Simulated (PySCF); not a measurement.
# CH5FSSn (SMILES FC[S][SnH3]): HF/ccECP-cc-pVTZ (core potential)

What is the vertical singlet–triplet gap of CH5FSSn at HF/ccECP-cc-pVTZ (core potential)? Input form: a Python script.

The results are computed with PySCF 2.14.0.

## (1) The structure to begin with

The species is CH5FSSn (9 atoms), meant as a singlet with charge 0. As SMILES, `FC[S][SnH3]`. The shape is that of a PBE0-D4/def2-TZVP optimisation. This is a higher conformer, about 13 kJ/mol above the lowest found by a separate search.

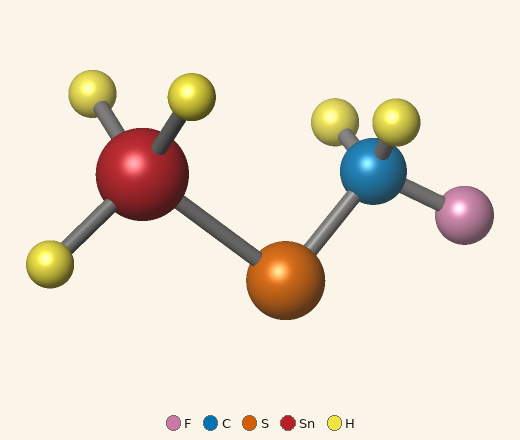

Viewed from a chosen angle; fluorine pink, carbon blue, sulfur orange, tin red, hydrogen yellow.

## (2) A single-point energy at HF/ccECP-cc-pVTZ (core potential)

calc.py

```python
from pyscf import gto, scf

system = gto.M(
    atom=[
    ('F', (1.926100, 2.041700, -0.723500)),
    ('C', (0.818200, 1.293200, -0.431700)),
    ('S', (1.367100, -0.401900, -0.062000)),
    ('Sn', (-0.781200, -1.350500, 0.436100)),
    ('H', (0.158800, 1.304400, -1.302700)),
    ('H', (0.323800, 1.737400, 0.435400)),
    ('H', (-1.784400, -1.198300, -0.936800)),
    ('H', (-0.471500, -2.974500, 0.822500)),
    ('H', (-1.468400, -0.497600, 1.745600)),
],
    ecp={'F': 'ccecp', 'C': 'ccecp', 'S': 'ccecp', 'Sn': 'ccecp', 'H': 'ccecp'},
    basis='ccecp-cc-pvtz',
    spin=0,
    max_memory=1860,
    verbose=3,
)

mf = scf.RHF(system)
mf.conv_tol = 1e-10
mf.kernel()
if not mf.converged:
    mf = mf.newton().run(mf.mo_coeff, mf.mo_occ)

e_tot = mf.e_tot
print('Final energy', e_tot)
```

On the command line:

```console
OMP_NUM_THREADS=1 python calc.py
```

The program printed:

```text
converged SCF energy = -45.6820846791539
Final energy -45.68208467915394
```

It took 23 s on 1 thread of Arm Neoverse V2, shared host; peak memory 1.2 GiB.

## (3) The triplet, same level

input.py

```python
from pyscf import gto

system = gto.M(
    atom='''
F      3.639801     3.858254    -1.367217
C      1.546174     2.443794    -0.815795
S      2.583445    -0.759481    -0.117163
Sn    -1.476254    -2.552075     0.824110
H      0.300089     2.464959    -2.461746
H      0.611893     3.283210     0.822787
H     -3.372027    -2.264459    -1.770295
H     -0.891006    -5.620990     1.554300
H     -2.774874    -0.940328     3.298706
''',
    max_memory=1860,
    ecp='ccecp',
    spin=2,
    unit='bohr',
    charge=0,
    basis='ccecp-cc-pvtz',
    verbose=3,
)

mf = system.UHF()
mf.conv_tol = 1e-10
mf.kernel()
if not mf.converged:
    mf = mf.newton().run(mf.mo_coeff, mf.mo_occ)

etot = mf.e_tot
print('Final energy', etot)
```

On the command line:

```console
OMP_NUM_THREADS=1 python input.py
```

The program printed:

```text
WARN: HOMO 0.0307644629079054 >= LUMO -0.27983540669604

converged SCF energy = -45.5068217449705  <S^2> = 2.0288872  2S+1 = 3.0191967
Final energy -45.50682174497048
```

Wall time 43 s (1 thread of Arm Neoverse V2, shared host); peak memory 1.3 GiB.

## (4) Results

Level: HF/ccECP-cc-pVTZ (core potential).

| quantity | value |
| --- | --- |
| singlet: total energy | -45.68208 Eh |
| singlet: dipole moment | 3.21 D |
| singlet: HOMO energy | -9.88 eV |
| singlet: LUMO energy | 2.44 eV |
| singlet: HOMO–LUMO gap | 12.31 eV |
| triplet: total energy | -45.50682 Eh |
| triplet: dipole moment | 1.83 D |
| triplet: HOMO energy (highest over α and β) | -4.09 eV |
| triplet: LUMO energy (lowest over α and β) | -1.05 eV |
| triplet: ⟨S²⟩ | 2.029 |
| vertical energy of the triplet above the singlet | 4.769 eV |

**Reading.** At this shape the triplet lies 4.77 eV (110 kcal/mol) above the singlet. Mulliken charges (triplet) run from -0.30 on F1 to +0.22 on C2; they depend strongly on the basis.
